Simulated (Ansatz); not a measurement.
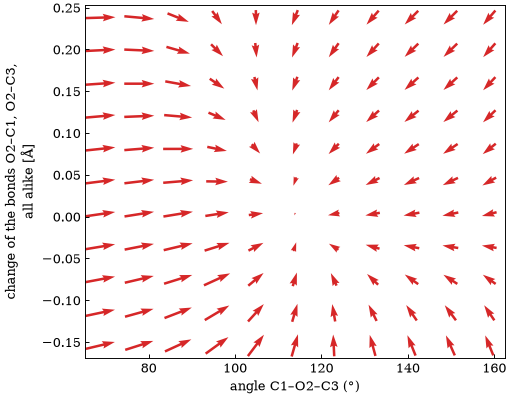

C₃H₆O₃, SMILES COC(O)C=O. 
- Coordinates scanned: (1) angle C1–O2–C3; (2) change of the bonds O2–C1, O2–C3, all alike.
- Nothing is relaxed (all other coordinates rigid).
- The grid has 11 × 11 points.
- Points are written as (first, second).
- Theory: Ansatz 0.2.0, RKS PBE0-D4/def2-SVP.

Drawn: arrows along the force (downhill), their lengths compressed.

The arrows alone are given. Where is the energy lowest?

The arrows converge at about (114°, 0.000 Å) (read from the interpolated surface).

The energy map of the same scan:

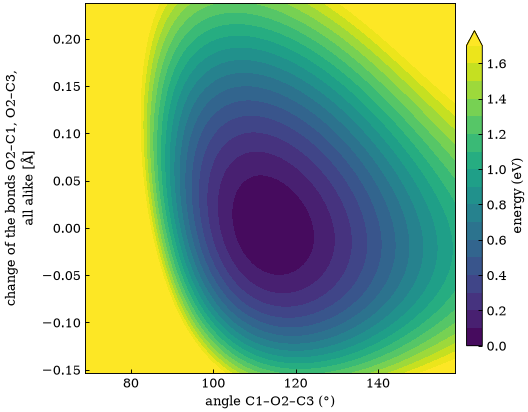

Energies are in eV, from the lowest grid point; between grid points the surface is interpolated.
